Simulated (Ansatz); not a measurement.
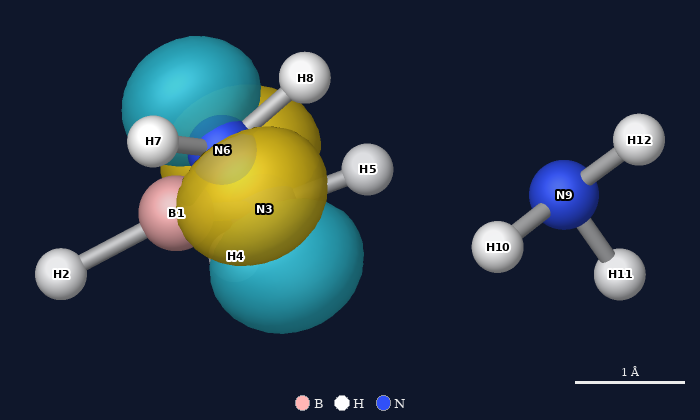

Figure 1: BH5N2···NH3. The HOMO at ±0.2 Å⁻³ᐟ² (yellow and cyan are the two phases), seen from one side.

Level of theory: Ansatz, RKS PBE-D4/def2-mTZVP.

```json
{"atom": "B", "x (Å)": "-0.0339", "y (Å)": "-0.8344", "z (Å)": "-0.6391"}
{"atom": "H", "x (Å)": "0.0735", "y (Å)": "-2.0363", "z (Å)": "-0.6592"}
{"atom": "N", "x (Å)": "1.1255", "y (Å)": "-0.0247", "z (Å)": "-0.6424"}
{"atom": "H", "x (Å)": "2.0614", "y (Å)": "-0.4141", "z (Å)": "-0.6504"}
{"atom": "H", "x (Å)": "1.0844", "y (Å)": "0.9889", "z (Å)": "-0.5096"}
{"atom": "N", "x (Å)": "-1.3442", "y (Å)": "-0.2672", "z (Å)": "-0.5834"}
{"atom": "H", "x (Å)": "-2.1696", "y (Å)": "-0.8439", "z (Å)": "-0.7082"}
{"atom": "H", "x (Å)": "-1.5161", "y (Å)": "0.7161", "z (Å)": "-0.7831"}
{"atom": "N", "x (Å)": "0.0548", "y (Å)": "2.4160", "z (Å)": "0.8933"}
{"atom": "H", "x (Å)": "-0.4931", "y (Å)": "1.6099", "z (Å)": "1.2145"}
{"atom": "H", "x (Å)": "0.7773", "y (Å)": "2.5666", "z (Å)": "1.6045"}
{"atom": "H", "x (Å)": "-0.5650", "y (Å)": "3.2311", "z (Å)": "0.9403"}
```

Describe this orbital and give its energy.

It lies mainly on N3 (about 40 %) and N6 (about 35 %); largely a combination of lone pairs on N3 and N6. Its energy is −5.14 eV.
